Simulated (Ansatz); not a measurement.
The calculation's input:

```
crystal:
  periodic: [false, false, false]
  atoms:
    - symbol: N
      position_ang: [-0.521400, 1.638700, -0.001800]
    - symbol: Mo
      position_ang: [-0.020200, 0.071300, -0.515700]
    - symbol: "N"
      position_ang: [1.687400, -0.131800, -0.392600]
    - symbol: "N"
      position_ang: [-0.817400, -1.193800, 0.703500]
    - symbol: F
      position_ang: [-0.556800, -0.206700, -2.286900]
    - symbol: H
      position_ang: [-0.378300, 2.579600, 0.338000]
    - symbol: H
      position_ang: [2.632300, 0.166800, -0.194700]
    - symbol: H
      position_ang: [-0.324600, -2.001600, 1.052100]
    - symbol: H
      position_ang: [-1.612600, -0.968900, 1.281300]
basis:
  gaussian: {orbitals: ANO-RCC-VDZ.json}
magnetization: {spin_polarized: false, initial_magnetization: 0}
hamiltonian: {xc: {name: SVWN5}, dispersion: {method: d3bjatm, functional: pbe}}
output: {orbitals: {seedname: orbitals}}
```

Run with:

```sh
ansatz run in.yaml --threads 1 --pin off --max-ram 2610MiB --events-out events.jsonl --progress --plain --runs-dir runs
```

Geometry: PBE0-D4/def2-TZVP.

Method: isolated molecule in a Gaussian basis; Kohn-Sham density functional theory, functional SVWN5 (Ansatz 0.2.0).

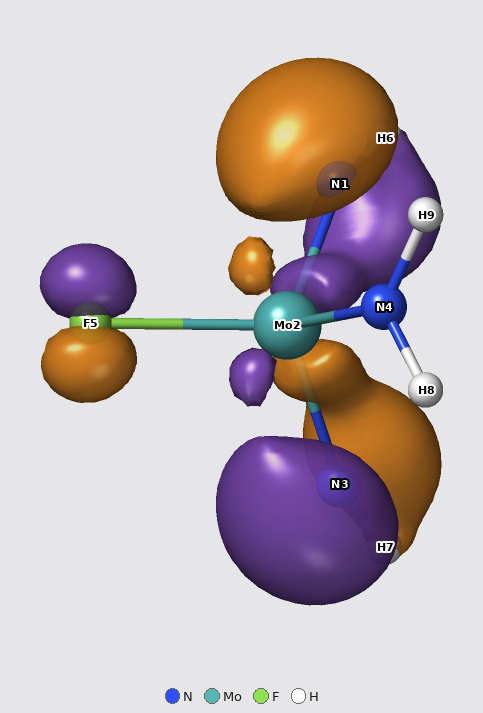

FH₄MoN₃. The HOMO−1 at ±0.15 Å⁻³ᐟ² (orange and purple are the two phases), seen at an oblique angle.

Question: Where does this orbital lie, and at what energy?

Answer: By Hirshfeld shares it lies mainly on N1 (about 35 %), N3 (about 35 %), Mo2 (about 15 %) and F5 (about 5 %); largely a combination of lone pairs on N1, N3 and F5. Its energy is −6.80 eV.
